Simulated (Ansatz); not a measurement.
**CH6O2Si (SMILES C[SiH](O)O) at BLYP/cc-pVDZ**

Aim: the electronic atomisation energy of CH6O2Si at BLYP/cc-pVDZ, from 5 runs. 

The calculation is run with Ansatz 0.2.0.

59 further runs of the same task are left out: 59 set aside as unsound or not needed.

### Step 1. The molecule

The species is CH6O2Si (10 atoms), meant as a singlet with charge 0. SMILES: `C[SiH](O)O`. The coordinates come from a PBE0-D4/def2-TZVP relaxation. This is one conformer, not always the lowest.

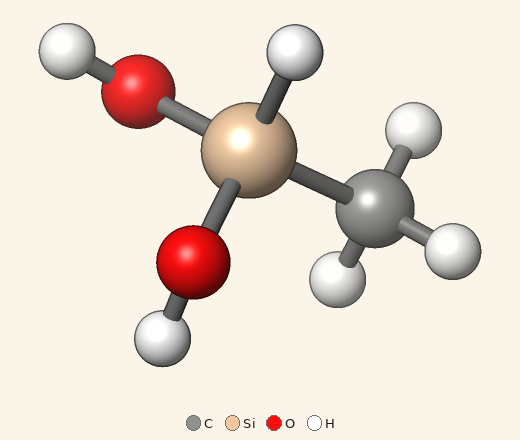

The structure, seen from a chosen angle (carbon grey, silicon light orange, oxygen red, hydrogen white).

### Step 2. A single-point energy at BLYP/cc-pVDZ

Contents of in.yaml:

```yaml
crystal:
  periodic: [false, false, false]
  atoms:
    - {symbol: C, position_ang: [-1.293000, 0.347800, -0.146400]}
    - {symbol: Si, position_ang: [0.517500, 0.180000, 0.206800]}
    - {symbol: O, position_ang: [0.650400, -1.156000, 1.160800]}
    - {symbol: O, position_ang: [1.425000, 0.058500, -1.161600]}
    - {symbol: H, position_ang: [-1.681100, -0.549800, -0.635600]}
    - {symbol: H, position_ang: [-1.853400, 0.489100, 0.780800]}
    - {symbol: H, position_ang: [-1.484400, 1.203800, -0.797400]}
    - {symbol: H, position_ang: [1.088600, 1.369900, 0.884700]}
    - {symbol: H, position_ang: [1.521500, -1.366900, 1.499800]}
    - {symbol: H, position_ang: [1.192100, -0.627600, -1.788900]}
basis:
  gaussian:
    orbitals: cc-pVDZ
hamiltonian:
  xc: {name: BLYP}
accuracy: high
output:
  orbitals: {seedname: orbitals}
```

Command:

```console
$ ansatz run in.yaml --threads 1 --pin off --max-ram 3480MiB --events-out events.jsonl --progress --plain --runs-dir runs
```

Log:

```text
Warning: RAYON_NUM_THREADS=1 ignored (pool sized by the plan → 1); use --threads N
Functional definition: BLYP
  name "BLYP"
  parameter beta = 0.0042
  parameter a = 0.04918
  parameter b = 0.132
  parameter c = 0.2533
  parameter d = 0.349
  exchange = b88_x(beta = beta)
  correlation = lyp_c(a = a, b = b, c = c, d = d)
2099 factors; integrals over basis functions are off by at most 3.5e-9 eV
mean field evaluation 1: about -13091.0999 eV, gradient 9.2e1 eV
mean field evaluation 2: about -13054.5925 eV, gradient 1.6e2 eV
mean field evaluation 4: about -13106.8814 eV, gradient 1.0e1 eV
mean field evaluation 8: about -13107.1210 eV, gradient 2.6e-1 eV
mean field evaluation 16: about -13107.1211 eV, gradient 4.9e-6 eV
mean field -13107.12112719 eV, -481.6778170984 hartree, gradient 6.7e-8 eV, S^2 0.000000; 0 other end points of the search recorded, 0 dependent functions left out
reference -13107.12118345 eV, -481.6778191660 hartree; 21, 21 occupied and 69, 69 virtual orbitals, 2099 factors
Total energy: -13107.12118345 eV, -481.6778191660 hartree
```

It took 7.8 s on 1 thread of Arm Neoverse V2, shared host; peak memory 0.24 GiB.

### Step 3. The C atom at the same level

Contents of in.yaml:

```yaml
crystal:
  periodic: [false, false, false]
  atoms:
    - {symbol: C, position_ang: [0.000000, 0.000000, 0.000000]}
basis:
  gaussian: {orbitals: cc-pVDZ}
magnetization: {spin_polarized: true, initial_magnetization: 2}
hamiltonian: {xc: {name: BLYP}}
accuracy: high
```

Run the same way, it converges to -37.83784 Eh (log not shown).

### Step 4. The H atom

Contents of run.yaml:

```yaml
crystal:
  periodic: [false, false, false]
  atoms:
    - {symbol: H, position_ang: [0.000000, 0.000000, 0.000000]}
basis:
  gaussian:
    orbitals: cc-pVDZ
magnetization:
  spin_polarized: true
  initial_magnetization: 1
hamiltonian:
  xc: {name: BLYP}
accuracy: high
```

Command:

```console
$ ansatz run run.yaml --threads 1 --pin off --max-ram 3480MiB --events-out events.jsonl --progress --plain --runs-dir runs
```

Log (excerpt; [...] marks lines left out):

```text
Warning: RAYON_NUM_THREADS=1 ignored (pool sized by the plan → 1); use --threads N
[... 9 set-up lines as earlier in the session ...]
15 factors; integrals over basis functions are off by at most 4.6e-8 eV
mean field evaluation 1: about -13.5051 eV, gradient 4.7e-1 eV
mean field evaluation 2: about -13.5079 eV, gradient 5.7e-2 eV
mean field evaluation 4: about -13.5078 eV, gradient 4.7e-5 eV
mean field evaluation 8: about -13.5078 eV, gradient 8.0e-9 eV
mean field -13.50779466 eV, -0.4964022977 hartree, gradient 8.0e-9 eV, S^2 0.750000; 0 other end points of the search recorded, 0 dependent functions left out
reference -13.50782071 eV, -0.4964032550 hartree; 1, 0 occupied and 4, 5 virtual orbitals, 15 factors
Total energy: -13.50782071 eV, -0.4964032550 hartree
```

It took 0.1 s on 1 thread of Arm Neoverse V2, shared host.

### Step 5. The O atom

Contents of in.yaml:

```yaml
basis:
  gaussian: {orbitals: cc-pVDZ}
crystal:
  periodic: [false, false, false]
  atoms:
    - {symbol: O, position_ang: [0.000000, 0.000000, 0.000000]}
magnetization: {spin_polarized: true, initial_magnetization: 2}
hamiltonian: {xc: {name: BLYP}}
accuracy: high
```

Run the same way, it converges to -75.05452 Eh (log not shown).

### Step 6. The Si atom

Contents of job.yaml:

```yaml
crystal:
  periodic: [false, false, false]
  atoms:
    - {symbol: Si, position_ang: [0.000000, 0.000000, 0.000000]}
basis:
  gaussian:
    orbitals: cc-pVDZ
total_charge: 0
magnetization:
  spin_polarized: true
  initial_magnetization: 2
hamiltonian:
  xc: {name: BLYP}
accuracy: high
```

Run the same way, it converges to -289.37230 Eh (log not shown).

### Step 7. What came out

At BLYP/cc-pVDZ:

```
                     quantity          value
       molecule: total energy  -481.67782 Eh
        molecule: HOMO energy       -6.58 eV
        molecule: LUMO energy        0.51 eV
      molecule: HOMO–LUMO gap        7.09 eV
         C atom: total energy   -37.83784 Eh
                 C atom: ⟨S²⟩          2.002
         H atom: total energy    -0.49640 Eh
                 H atom: ⟨S²⟩          0.750
         O atom: total energy   -75.05452 Eh
                 O atom: ⟨S²⟩          2.002
        Si atom: total energy  -289.37230 Eh
                Si atom: ⟨S²⟩          2.002
electronic atomisation energy      37.558 eV
```

Taking the molecule apart into free atoms costs 37.56 eV (3624 kJ/mol), before zero-point energy and without spin-orbit coupling.
